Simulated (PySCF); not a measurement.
Run report: C₄H₁₁N₂Si, EPR calculation

C₄H₁₁N₂Si, multiplicity 2, SMILES C=C[C](C)N[SiH2]N, computed with UKS B3LYP, pcH-1 on C H N Si, non-relativistic, mean-field spin-orbit, GIAO (PySCF 2.14.0).

It belongs to a series of runs on one base structure; here: H removed from sp3 C.

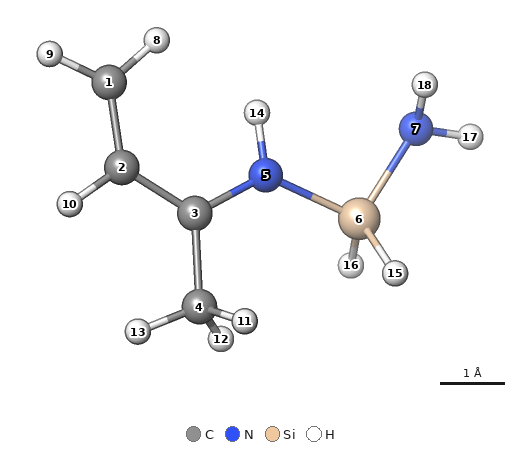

*The input geometry (ball-and-stick view, seen at a tilt; atoms are numbered from 1 in the order of the input).*

Bond lengths as drawn: C–C 1.37 to 1.49 Å, C–H 1.07 to 1.09 Å, C–N 1.37 Å, H–N 1.01 Å, H–Si 1.47 Å and N–Si 1.72 to 1.73 Å.

### Key numbers

```json
{"quantity": "outcome", "value": "converged"}
{"quantity": "total energy", "value": "−558.082256 hartree"}
{"quantity": "⟨S²⟩", "value": "0.767"}
{"quantity": "isotropic g", "value": "2.0027"}
{"quantity": "hardware", "value": "1 CPU thread, shared host"}
{"quantity": "wall time", "value": "93 s"}
{"quantity": "peak memory", "value": "0.97 GiB"}
```

### The input
```
{"job": {"kind": "epr", "basis": "pcH-1"}, "charge": 0, "multiplicity": 2}
C      2.204441     1.334685     1.155008
C      1.929865     0.026878     0.870096
C      0.772534    -0.489332     0.288319
C      0.616505    -1.949846     0.033380
N     -0.266552     0.319477    -0.088678
Si    -1.835419    -0.082297    -0.690412
N     -2.497080     1.484210    -0.975118
H      1.519012     2.138320     0.944883
H      3.135503     1.612954     1.611505
H      2.688936    -0.702298     1.122730
H      0.599008    -2.154607    -1.038601
H     -0.325026    -2.309736     0.449365
H      1.436463    -2.506857     0.478462
H     -0.108392     1.287063     0.152954
H     -1.686811    -0.956994    -1.863101
H     -2.721947    -0.698995     0.302219
H     -3.478260     1.536928    -1.189304
H     -1.991540     2.116765    -1.575364
```

The first line tells a small driver script what to run in PySCF; the rest is the geometry in Å.

Run as:
```bash
OMP_NUM_THREADS=1 python <driver script> task.json out
```

### Log
```
UKS, coarse grid
  cycle   1  E = -557.97552596  |g| = 4.80e-01
  cycle   2  E = -557.89806995  |g| = 6.35e-01
  cycle   3  E = -558.07898789  |g| = 7.71e-02
  cycle   4  E = -558.08121194  |g| = 4.22e-02
  cycle   5  E = -558.08211931  |g| = 1.27e-02
  cycle   6  E = -558.08221512  |g| = 6.61e-03
  cycle   7  E = -558.08225099  |g| = 1.84e-03
  cycle   8  E = -558.08225619  |g| = 9.57e-04
UKS, final grid
  cycle   1  E = -558.08225518  |g| = 1.46e-03
  cycle   2  E = -558.08225360  |g| = 2.38e-03
  cycle   3  E = -558.08225619  |g| = 1.70e-04
  cycle   4  E = -558.08225620  |g| = 6.09e-05
  cycle   5  E = -558.08225621  |g| = 3.90e-05
  cycle   6  E = -558.08225621  |g| = 1.41e-05
E = -558.08225621 Eh   <S^2> = 0.7674 (exact 0.7500)
g shifts (ppm)      1          2          3
  rmc          -152       -152       -152
  gc             -2         28         37
  oz_so         -15        651        934
  total        -168        527        820
hyperfine (MHz)  atom isotope    a_iso     a_fc   dipolar eigenvalues
    0   13C      47.10      47.17    -45.61    -43.94     89.55
    1   13C     -39.75     -39.77    -18.25      6.27     11.98
    2   13C      45.08      45.14    -45.18    -43.99     89.17
    3   13C     -20.15     -20.16     -0.88     -0.41      1.29
    4   14N       1.43       1.44     -5.88     -5.54     11.42
    5  29Si       4.68       4.67     -1.15      0.50      0.64
    6   14N      -0.14      -0.14     -0.20     -0.01      0.21
    7    1H     -35.26     -35.27    -19.46     -0.54     20.00
    8    1H     -37.45     -37.46    -22.60      0.36     22.24
    9    1H       7.08       7.08     -4.69     -0.41      5.11
   10    1H      67.57      67.57     -2.89     -2.53      5.42
   11    1H      46.72      46.71     -2.91     -2.50      5.41
   12    1H       3.07       3.07     -3.17     -2.43      5.60
   13    1H      -6.64      -6.65     -4.10     -3.47      7.57
   14    1H       4.85       4.85     -1.37     -1.26      2.63
   15    1H      16.88      16.87     -1.42     -1.00      2.42
   16    1H      -0.50      -0.50     -0.69     -0.62      1.32
   17    1H      -0.04      -0.04     -1.21     -0.61      1.82
```

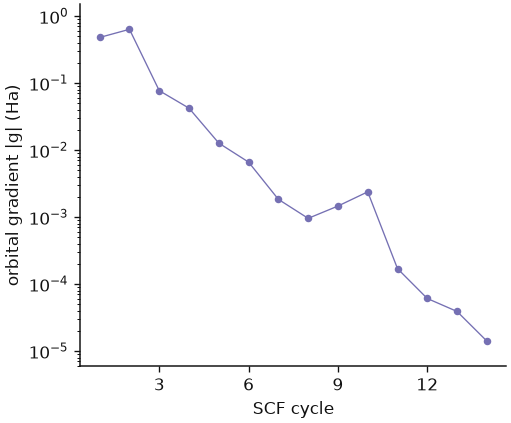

*Convergence of the self-consistent field: orbital gradient |g| against the SCF cycle.*

All cycles printed in the log are drawn one after another.

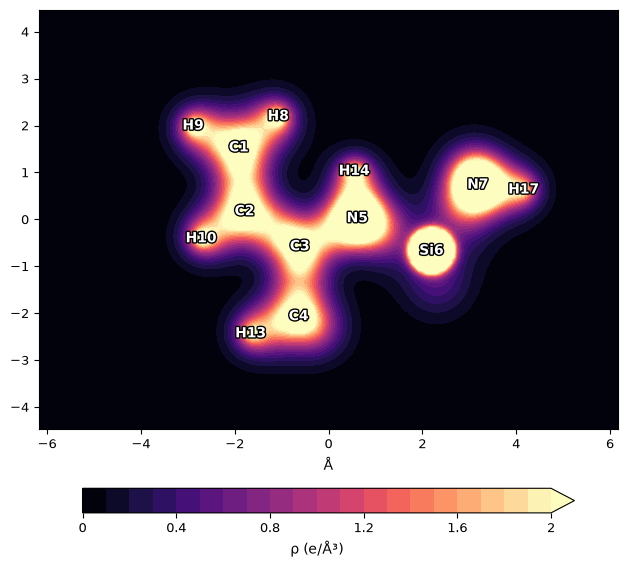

*Total electron density on the plane of atoms C2, C3 and C4.*

C–C (1.37 Å): ρ at the midpoint is about 2.2 e/Å³. Si–N (1.72 Å): ρ at the midpoint is about 1.1 e/Å³. C–C (1.49 Å): ρ is about 1.7 e/Å³ halfway.

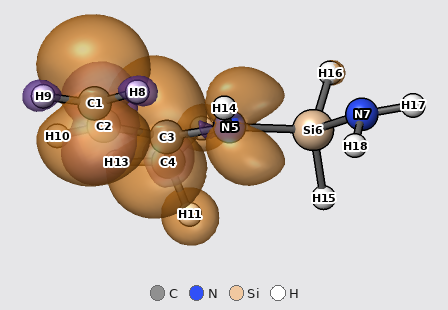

*Isosurfaces of the spin density at +0.01 (orange) and −0.01 e/Å³ (purple), seen from the side.*

The unpaired spin (1 electron) lies mostly on C1 (about 0.4), C3 (about 0.3) and N5 (about 0.1), in electrons by Hirshfeld's partition.
